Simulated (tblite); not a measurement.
# Run report: C$_{2}$H$_{4}$BF$_{2}$Si, geometry relaxation (part 2 of 3)

C$_{2}$H$_{4}$BF$_{2}$Si, multiplicity 2; GFN2-xTB geometry optimisation, gas phase (tblite 0.8.0). It belongs to a series of runs on one base structure; here: H removed from B.

Geometry of the input (Å):
```
B  2.1741  0.3343  0.5113
Si 0.6529  -0.4027  -0.4667
C  -0.9030  -0.1998  0.5975
C  -0.8701  0.6973  -0.5955
F  -1.7580  0.3651  -1.5893
F  -0.6811  2.0300  -0.3129
H  3.1216  -0.3234  0.7113
H  0.6684  -1.7831  -0.9584
H  -0.7539  0.3207  1.5643
H  -1.6420  -1.0335  0.5158
```

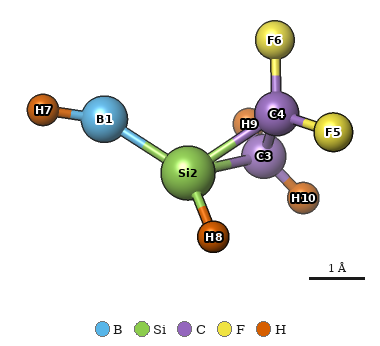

Fig. 1: The geometry at step 34 of the log (ball-and-stick view, seen at a tilt; atoms are numbered from 1 in the order of the input).

Trajectory as extended XYZ, continued
```
10
Properties=species:S:1:pos:R:3:forces:R:3 step=21 energy=-505.99842
B     2.2187    0.1269    0.5383   -0.0290  -0.0180  -0.0520
Si    0.7410   -0.5816   -0.3184   -0.0780  -0.0630   0.1120
C    -0.9300   -0.2216    0.6403   -0.0090  -0.0110  -0.0050
C    -0.7918    0.6171   -0.5540    0.0260   0.0220  -0.0150
F    -1.6128    0.3721   -1.6031   -0.0050   0.0430  -0.0130
F    -0.7008    1.9595   -0.4099    0.0210   0.0320  -0.0030
H     3.3508    0.0262    0.7530   -0.0190   0.0380  -0.0240
H     0.3329   -1.6497   -1.2511    0.0570   0.0040   0.0150
H    -0.8780    0.3101    1.5771    0.0270  -0.0190  -0.0100
H    -1.7211   -0.9543    0.6053    0.0090  -0.0270  -0.0040
10
Properties=species:S:1:pos:R:3:forces:R:3 step=22 energy=-505.99930
B     2.2170    0.1275    0.5378   -0.0270  -0.0320  -0.0550
Si    0.7382   -0.5852   -0.3159   -0.0060  -0.0170   0.1280
C    -0.9304   -0.2214    0.6394   -0.0090  -0.0280   0.0160
C    -0.7908    0.6176   -0.5536    0.0240   0.0240  -0.0270
F    -1.6107    0.3742   -1.6031   -0.0240   0.0250  -0.0390
F    -0.7012    1.9594   -0.4103    0.0360   0.0580   0.0110
H     3.3501    0.0278    0.7514   -0.0380   0.0400  -0.0290
H     0.3341   -1.6496   -1.2503    0.0400  -0.0290  -0.0100
H    -0.8765    0.3080    1.5762    0.0260   0.0020   0.0170
H    -1.7209   -0.9535    0.6058   -0.0200  -0.0420  -0.0120
10
Properties=species:S:1:pos:R:3:forces:R:3 step=23 energy=-506.00048
B     2.2143    0.1269    0.5366    0.0090  -0.0370  -0.0400
Si    0.7341   -0.5918   -0.3096    0.0590   0.0140   0.0990
C    -0.9315   -0.2218    0.6385   -0.0200  -0.0340   0.0340
C    -0.7887    0.6186   -0.5532    0.0080   0.0190  -0.0320
F    -1.6069    0.3769   -1.6041   -0.0300   0.0110  -0.0500
F    -0.7005    1.9603   -0.4104    0.0490   0.0620   0.0250
H     3.3496    0.0331    0.7486   -0.0720   0.0410  -0.0370
H     0.3344   -1.6496   -1.2509    0.0270  -0.0520  -0.0200
H    -0.8740    0.3050    1.5757    0.0170   0.0210   0.0410
H    -1.7220   -0.9530    0.6064   -0.0470  -0.0450  -0.0200
10
Properties=species:S:1:pos:R:3:forces:R:3 step=24 energy=-506.00166
B     2.2101    0.1275    0.5355    0.0080  -0.0290  -0.0250
Si    0.7298   -0.5987   -0.3024    0.0980   0.0320   0.0510
C    -0.9332   -0.2227    0.6376   -0.0310  -0.0190   0.0360
C    -0.7862    0.6207   -0.5528   -0.0100  -0.0010  -0.0160
F    -1.6013    0.3794   -1.6066   -0.0240   0.0150  -0.0390
F    -0.6986    1.9627   -0.4089    0.0520   0.0330   0.0270
H     3.3454    0.0388    0.7430   -0.0400   0.0400  -0.0310
H     0.3363   -1.6515   -1.2498    0.0130  -0.0680  -0.0290
H    -0.8687    0.3012    1.5757   -0.0060   0.0290   0.0480
H    -1.7247   -0.9527    0.6061   -0.0600  -0.0320  -0.0210
10
Properties=species:S:1:pos:R:3:forces:R:3 step=25 energy=-506.00246
B     2.2071    0.1248    0.5352    0.0620  -0.0080   0.0050
Si    0.7278   -0.6061   -0.2949    0.0500   0.0020  -0.0340
C    -0.9358   -0.2239    0.6379   -0.0330  -0.0050   0.0260
C    -0.7835    0.6216   -0.5517   -0.0220  -0.0140   0.0020
F    -1.5938    0.3799   -1.6098   -0.0050   0.0280  -0.0110
F    -0.6954    1.9645   -0.4072    0.0490  -0.0120   0.0230
H     3.3444    0.0494    0.7380   -0.0470   0.0370  -0.0320
H     0.3330   -1.6523   -1.2531    0.0240  -0.0440   0.0060
H    -0.8651    0.2985    1.5768   -0.0270   0.0240   0.0350
H    -1.7299   -0.9519    0.6063   -0.0510  -0.0070  -0.0200
10
Properties=species:S:1:pos:R:3:forces:R:3 step=26 energy=-506.00294
B     2.2053    0.1249    0.5352    0.0150   0.0050   0.0050
Si    0.7275   -0.6085   -0.2929    0.0100  -0.0040  -0.0500
C    -0.9376   -0.2246    0.6383   -0.0230   0.0080   0.0070
C    -0.7826    0.6223   -0.5509   -0.0170  -0.0260   0.0210
F    -1.5898    0.3805   -1.6119    0.0020   0.0410   0.0090
F    -0.6928    1.9656   -0.4050    0.0400  -0.0420   0.0130
H     3.3406    0.0535    0.7337    0.0290   0.0330  -0.0170
H     0.3337   -1.6546   -1.2522    0.0230  -0.0390   0.0090
H    -0.8620    0.2972    1.5779   -0.0450   0.0100   0.0140
H    -1.7334   -0.9515    0.6053   -0.0350   0.0130  -0.0110
10
Properties=species:S:1:pos:R:3:forces:R:3 step=27 energy=-506.00340
B     2.2051    0.1226    0.5353    0.0110   0.0140   0.0080
Si    0.7279   -0.6114   -0.2914   -0.0380  -0.0150  -0.0630
C    -0.9397   -0.2252    0.6392   -0.0100   0.0050  -0.0060
C    -0.7818    0.6217   -0.5497   -0.0070  -0.0240   0.0260
F    -1.5860    0.3808   -1.6134    0.0060   0.0450   0.0220
F    -0.6896    1.9651   -0.4036    0.0350  -0.0540   0.0090
H     3.3408    0.0603    0.7311    0.0430   0.0300  -0.0140
H     0.3315   -1.6554   -1.2541    0.0310  -0.0240   0.0280
H    -0.8619    0.2970    1.5792   -0.0530  -0.0040  -0.0050
H    -1.7374   -0.9508    0.6048   -0.0170   0.0270  -0.0050
10
Properties=species:S:1:pos:R:3:forces:R:3 step=28 energy=-506.00428
B     2.2052    0.1192    0.5349   -0.0270   0.0200   0.0010
Si    0.7278   -0.6164   -0.2897   -0.0830  -0.0110  -0.0500
C    -0.9437   -0.2262    0.6408    0.0150  -0.0070  -0.0220
C    -0.7809    0.6201   -0.5473    0.0180  -0.0160   0.0220
F    -1.5803    0.3835   -1.6153    0.0010   0.0390   0.0340
F    -0.6830    1.9631   -0.4009    0.0320  -0.0520   0.0110
H     3.3412    0.0721    0.7259    0.0710   0.0230  -0.0100
H     0.3304   -1.6581   -1.2559    0.0310  -0.0140   0.0440
H    -0.8633    0.2967    1.5814   -0.0630  -0.0270  -0.0360
H    -1.7445   -0.9494    0.6036    0.0050   0.0440   0.0070
10
Properties=species:S:1:pos:R:3:forces:R:3 step=29 energy=-506.00547
B     2.2045    0.1153    0.5335   -0.0570   0.0190  -0.0070
Si    0.7262   -0.6242   -0.2869   -0.0970   0.0100  -0.0190
C    -0.9493   -0.2279    0.6427    0.0400  -0.0270  -0.0350
C    -0.7793    0.6178   -0.5439    0.0450  -0.0010   0.0030
F    -1.5731    0.3899   -1.6175   -0.0110   0.0190   0.0400
F    -0.6726    1.9597   -0.3969    0.0330  -0.0310   0.0220
H     3.3420    0.0890    0.7175    0.0750   0.0160  -0.0100
H     0.3314   -1.6635   -1.2567    0.0210  -0.0120   0.0530
H    -0.8664    0.2953    1.5839   -0.0710  -0.0480  -0.0630
H    -1.7545   -0.9469    0.6018    0.0230   0.0550   0.0170
10
Properties=species:S:1:pos:R:3:forces:R:3 step=30 energy=-506.00700
B     2.2022    0.1123    0.5308   -0.0730   0.0130  -0.0140
Si    0.7224   -0.6342   -0.2829   -0.0720   0.0410   0.0260
C    -0.9562   -0.2307    0.6441    0.0600  -0.0460  -0.0450
C    -0.7766    0.6153   -0.5399    0.0700   0.0170  -0.0270
F    -1.5652    0.4014   -1.6196   -0.0280  -0.0140   0.0420
F    -0.6578    1.9552   -0.3907    0.0370   0.0050   0.0400
H     3.3421    0.1101    0.7049    0.0570   0.0100  -0.0150
H     0.3370   -1.6737   -1.2546   -0.0050  -0.0180   0.0500
H    -0.8716    0.2919    1.5862   -0.0760  -0.0610  -0.0790
H    -1.7673   -0.9430    0.5993    0.0290   0.0520   0.0220
10
Properties=species:S:1:pos:R:3:forces:R:3 step=31 energy=-506.00867
B     2.1980    0.1121    0.5272   -0.0610   0.0070  -0.0140
Si    0.7171   -0.6437   -0.2786   -0.0150   0.0580   0.0630
C    -0.9625   -0.2344    0.6444    0.0650  -0.0510  -0.0510
C    -0.7729    0.6135   -0.5368    0.0790   0.0300  -0.0530
F    -1.5588    0.4158   -1.6210   -0.0420  -0.0440   0.0390
F    -0.6412    1.9510   -0.3826    0.0410   0.0380   0.0560
H     3.3408    0.1301    0.6898    0.0210   0.0060  -0.0220
H     0.3468   -1.6880   -1.2487   -0.0390  -0.0220   0.0400
H    -0.8781    0.2865    1.5874   -0.0710  -0.0560  -0.0730
H    -1.7803   -0.9382    0.5965    0.0220   0.0350   0.0150
10
Properties=species:S:1:pos:R:3:forces:R:3 step=32 energy=-506.01036
B     2.1926    0.1150    0.5238   -0.0240   0.0050  -0.0070
Si    0.7116   -0.6507   -0.2747    0.0500   0.0420   0.0730
C    -0.9668   -0.2387    0.6429    0.0470  -0.0370  -0.0470
C    -0.7685    0.6129   -0.5353    0.0680   0.0320  -0.0590
F    -1.5551    0.4301   -1.6212   -0.0480  -0.0560   0.0320
F    -0.6249    1.9482   -0.3733    0.0380   0.0540   0.0590
H     3.3382    0.1460    0.6742   -0.0160   0.0040  -0.0260
H     0.3586   -1.7045   -1.2397   -0.0680  -0.0140   0.0320
H    -0.8853    0.2795    1.5869   -0.0560  -0.0350  -0.0490
H    -1.7916   -0.9331    0.5938    0.0090   0.0070  -0.0080
10
Properties=species:S:1:pos:R:3:forces:R:3 step=33 energy=-506.01163
B     2.1878    0.1189    0.5220    0.0290   0.0120   0.0050
Si    0.7083   -0.6542   -0.2718    0.0830  -0.0020   0.0510
C    -0.9682   -0.2424    0.6404    0.0170  -0.0110  -0.0340
C    -0.7640    0.6135   -0.5354    0.0420   0.0210  -0.0390
F    -1.5535    0.4387   -1.6205   -0.0400  -0.0430   0.0250
F    -0.6132    1.9474   -0.3653    0.0260   0.0430   0.0440
H     3.3357    0.1556    0.6626   -0.0440   0.0060  -0.0280
H     0.3659   -1.7171   -1.2316   -0.0780   0.0040   0.0340
H    -0.8910    0.2733    1.5853   -0.0360  -0.0100  -0.0200
H    -1.7989   -0.9290    0.5919    0.0020  -0.0180  -0.0380
10
Properties=species:S:1:pos:R:3:forces:R:3 step=34 energy=-506.01254
B     2.1851    0.1212    0.5219    0.0700   0.0210   0.0150
Si    0.7077   -0.6566   -0.2696    0.0720  -0.0410   0.0200
C    -0.9684   -0.2449    0.6380   -0.0060   0.0100  -0.0190
C    -0.7600    0.6143   -0.5360    0.0160   0.0050  -0.0100
F    -1.5521    0.4416   -1.6196   -0.0240  -0.0160   0.0200
F    -0.6060    1.9477   -0.3594    0.0120   0.0170   0.0210
H     3.3340    0.1621    0.6552   -0.0520   0.0070  -0.0260
H     0.3668   -1.7236   -1.2267   -0.0730   0.0180   0.0390
H    -0.8948    0.2690    1.5836   -0.0190   0.0080   0.0010
H    -1.8033   -0.9262    0.5902    0.0040  -0.0300  -0.0610
10
Properties=species:S:1:pos:R:3:forces:R:3 step=35 energy=-506.01345
B     2.1837    0.1217    0.5224    0.0900   0.0300   0.0210
Si    0.7085   -0.6607   -0.2664    0.0320  -0.0620  -0.0060
C    -0.9690   -0.2474    0.6358   -0.0190   0.0240  -0.0050
C    -0.7550    0.6146   -0.5360   -0.0090  -0.0090   0.0200
F    -1.5489    0.4426   -1.6187   -0.0020   0.0150   0.0170
F    -0.5987    1.9478   -0.3536   -0.0010  -0.0150  -0.0060
H     3.3329    0.1717    0.6477   -0.0440   0.0060  -0.0220
H     0.3627   -1.7274   -1.2232   -0.0590   0.0250   0.0440
H    -0.8988    0.2652    1.5820   -0.0050   0.0180   0.0160
H    -1.8085   -0.9236    0.5876    0.0170  -0.0330  -0.0800
10
Properties=species:S:1:pos:R:3:forces:R:3 step=36 energy=-506.01442
B     2.1836    0.1202    0.5229    0.0760   0.0340   0.0180
Si    0.7098   -0.6679   -0.2615   -0.0190  -0.0550  -0.0170
C    -0.9709   -0.2503    0.6341   -0.0200   0.0280   0.0090
C    -0.7489    0.6139   -0.5348   -0.0280  -0.0180   0.0430
F    -1.5432    0.4441   -1.6179    0.0220   0.0400   0.0120
F    -0.5889    1.9467   -0.3472   -0.0110  -0.0410  -0.0270
H     3.3319    0.1871    0.6381   -0.0180   0.0040  -0.0160
H     0.3551   -1.7302   -1.2201   -0.0430   0.0190   0.0450
H    -0.9041    0.2616    1.5809    0.0050   0.0180   0.0230
H    -1.8156   -0.9206    0.5829    0.0370  -0.0290  -0.0900
10
Properties=species:S:1:pos:R:3:forces:R:3 step=37 energy=-506.01540
B     2.1841    0.1173    0.5227    0.0370   0.0290   0.0060
Si    0.7103   -0.6783   -0.2546   -0.0540  -0.0210  -0.0090
C    -0.9745   -0.2536    0.6331   -0.0120   0.0210   0.0200
C    -0.7420    0.6122   -0.5321   -0.0360  -0.0160   0.0490
F    -1.5350    0.4483   -1.6172    0.0380   0.0490   0.0040
F    -0.5760    1.9438   -0.3400   -0.0140  -0.0490  -0.0360
H     3.3307    0.2084    0.6255    0.0090  -0.0010  -0.0110
H     0.3465   -1.7336   -1.2162   -0.0310   0.0000   0.0380
H    -0.9104    0.2578    1.5805    0.0080   0.0080   0.0250
H    -1.8248   -0.9175    0.5758    0.0560  -0.0200  -0.0870
10
Properties=species:S:1:pos:R:3:forces:R:3 step=38 energy=-506.01633
B     2.1845    0.1147    0.5213   -0.0240   0.0150  -0.0100
Si    0.7096   -0.6897   -0.2468   -0.0580   0.0270   0.0130
C    -0.9791   -0.2571    0.6327    0.0010   0.0100   0.0280
C    -0.7354    0.6099   -0.5284   -0.0320  -0.0050   0.0370
F    -1.5259    0.4556   -1.6164    0.0430   0.0400  -0.0080
F    -0.5615    1.9396   -0.3325   -0.0100  -0.0340  -0.0300
H     3.3286    0.2313    0.6108    0.0420  -0.0040  -0.0080
H     0.3394   -1.7389   -1.2101   -0.0280  -0.0270   0.0240
H    -0.9173    0.2537    1.5808    0.0010  -0.0050   0.0260
H    -1.8341   -0.9145    0.5662    0.0660  -0.0160  -0.0700
10
Properties=species:S:1:pos:R:3:forces:R:3 step=39 energy=-506.01716
B     2.1834    0.1132    0.5193   -0.0490   0.0030  -0.0230
Si    0.7073   -0.7009   -0.2384   -0.0350   0.0630   0.0290
C    -0.9841   -0.2607    0.6326    0.0080   0.0000   0.0270
C    -0.7292    0.6078   -0.5241   -0.0210   0.0090   0.0150
F    -1.5157    0.4654   -1.6162    0.0400   0.0200  -0.0180
F    -0.5460    1.9349   -0.3247   -0.0040  -0.0040  -0.0150
H     3.3259    0.2547    0.5942    0.0370  -0.0090  -0.0070
H     0.3343   -1.7468   -1.2021   -0.0300  -0.0480   0.0120
H    -0.9238    0.2487    1.5817   -0.0130  -0.0180   0.0270
H    -1.8432   -0.9117    0.5550    0.0670  -0.0150  -0.0460
10
Properties=species:S:1:pos:R:3:forces:R:3 step=40 energy=-506.01795
B     2.1828    0.1156    0.5167   -0.1410  -0.0200  -0.0360
Si    0.7055   -0.7067   -0.2319    0.0040   0.0750   0.0370
C    -0.9871   -0.2630    0.6322    0.0180   0.0010   0.0320
C    -0.7255    0.6068   -0.5209   -0.0020   0.0260  -0.0070
F    -1.5103    0.4756   -1.6147    0.0260  -0.0050  -0.0390
F    -0.5341    1.9312   -0.3184    0.0050   0.0360   0.0020
H     3.3218    0.2681    0.5801    0.1100   0.0000  -0.0020
H     0.3320   -1.7560   -1.1903   -0.0320  -0.0570   0.0000
H    -0.9302    0.2442    1.5826   -0.0290  -0.0260   0.0310
H    -1.8461   -0.9111    0.5421    0.0410  -0.0310  -0.0160
10
Properties=species:S:1:pos:R:3:forces:R:3 step=41 energy=-506.01853
B     2.1769    0.1171    0.5138   -0.0070  -0.0100  -0.0390
Si    0.7000   -0.7218   -0.2190    0.0450   0.0660   0.0170
C    -0.9942   -0.2685    0.6320    0.0000  -0.0010   0.0070
C    -0.7164    0.6056   -0.5142    0.0170   0.0340  -0.0310
F    -1.4929    0.4919   -1.6158    0.0230  -0.0220  -0.0290
F    -0.5093    1.9259   -0.3047    0.0010   0.0610   0.0170
H     3.3182    0.3023    0.5519   -0.0430  -0.0280  -0.0070
H     0.3251   -1.7741   -1.1750   -0.0260  -0.0430   0.0090
H    -0.9400    0.2336    1.5852   -0.0540  -0.0320   0.0340
H    -1.8584   -0.9072    0.5234    0.0440  -0.0240   0.0210
10
Properties=species:S:1:pos:R:3:forces:R:3 step=42 energy=-506.01949
B     2.1772    0.1221    0.5135   -0.0610  -0.0160  -0.0340
Si    0.7013   -0.7141   -0.2222    0.0460   0.0200  -0.0060
C    -0.9910   -0.2662    0.6317    0.0020   0.0120   0.0140
C    -0.7197    0.6076   -0.5161    0.0230   0.0310  -0.0190
F    -1.4990    0.4904   -1.6148    0.0120  -0.0180  -0.0410
F    -0.5153    1.9282   -0.3072    0.0010   0.0670   0.0120
H     3.3181    0.2882    0.5566    0.0390  -0.0090  -0.0030
H     0.3267   -1.7750   -1.1712   -0.0200  -0.0180   0.0180
H    -0.9402    0.2344    1.5855   -0.0520  -0.0250   0.0350
H    -1.8492   -0.9110    0.5217    0.0100  -0.0440   0.0240
10
Properties=species:S:1:pos:R:3:forces:R:3 step=43 energy=-506.02033
B     2.1764    0.1282    0.5129   -0.0390  -0.0100  -0.0260
Si    0.7026   -0.7077   -0.2245    0.0280  -0.0290  -0.0360
C    -0.9883   -0.2641    0.6311   -0.0070   0.0200   0.0090
C    -0.7217    0.6106   -0.5175    0.0230   0.0210   0.0000
F    -1.5032    0.4901   -1.6145    0.0160  -0.0020  -0.0330
F    -0.5183    1.9316   -0.3077   -0.0080   0.0460  -0.0030
H     3.3192    0.2772    0.5580    0.0500  -0.0010  -0.0010
H     0.3258   -1.7789   -1.1647   -0.0060   0.0190   0.0330
H    -0.9434    0.2331    1.5868   -0.0460  -0.0140   0.0300
H    -1.8402   -0.9156    0.5176   -0.0110  -0.0490   0.0270
10
Properties=species:S:1:pos:R:3:forces:R:3 step=44 energy=-506.02087
B     2.1768    0.1322    0.5121    0.0080  -0.0020  -0.0190
Si    0.7043   -0.7031   -0.2267    0.0000  -0.0440  -0.0450
C    -0.9862   -0.2617    0.6310   -0.0150   0.0140   0.0000
C    -0.7233    0.6132   -0.5188    0.0160   0.0090   0.0130
F    -1.5068    0.4891   -1.6146    0.0270   0.0110  -0.0160
F    -0.5216    1.9350   -0.3092   -0.0150   0.0200  -0.0140
H     3.3222    0.2682    0.5607    0.0250   0.0000  -0.0010
H     0.3232   -1.7802   -1.1604    0.0050   0.0370   0.0380
H    -0.9475    0.2326    1.5885   -0.0360  -0.0080   0.0170
H    -1.8322   -0.9207    0.5149   -0.0140  -0.0380   0.0270
10
Properties=species:S:1:pos:R:3:forces:R:3 step=45 energy=-506.02123
B     2.1780    0.1337    0.5102    0.0370   0.0000  -0.0170
Si    0.7052   -0.7022   -0.2271   -0.0150  -0.0240  -0.0310
C    -0.9859   -0.2604    0.6312   -0.0170   0.0040  -0.0070
C    -0.7232    0.6147   -0.5188    0.0070   0.0040   0.0150
F    -1.5075    0.4902   -1.6147    0.0370   0.0130  -0.0030
F    -0.5216    1.9368   -0.3097   -0.0160   0.0020  -0.0140
H     3.3248    0.2662    0.5604   -0.0030  -0.0030  -0.0030
H     0.3201   -1.7813   -1.1561    0.0080   0.0320   0.0300
H    -0.9531    0.2317    1.5903   -0.0280  -0.0070   0.0020
H    -1.8278   -0.9248    0.5117   -0.0100  -0.0200   0.0280
10
Properties=species:S:1:pos:R:3:forces:R:3 step=46 energy=-506.02154
B     2.1794    0.1335    0.5075    0.0500  -0.0010  -0.0170
Si    0.7054   -0.7043   -0.2257   -0.0190   0.0140  -0.0030
C    -0.9873   -0.2602    0.6314   -0.0120  -0.0070  -0.0110
C    -0.7216    0.6152   -0.5178   -0.0030   0.0020   0.0110
F    -1.5052    0.4936   -1.6149    0.0410   0.0060   0.0030
F    -0.5183    1.9372   -0.3088   -0.0130  -0.0070  -0.0050
H     3.3265    0.2703    0.5569   -0.0260  -0.0070  -0.0060
H     0.3169   -1.7829   -1.1513    0.0050   0.0110   0.0110
H    -0.9600    0.2300    1.5920   -0.0190  -0.0090  -0.0110
H    -1.8269   -0.9277    0.5081   -0.0040  -0.0020   0.0270
```
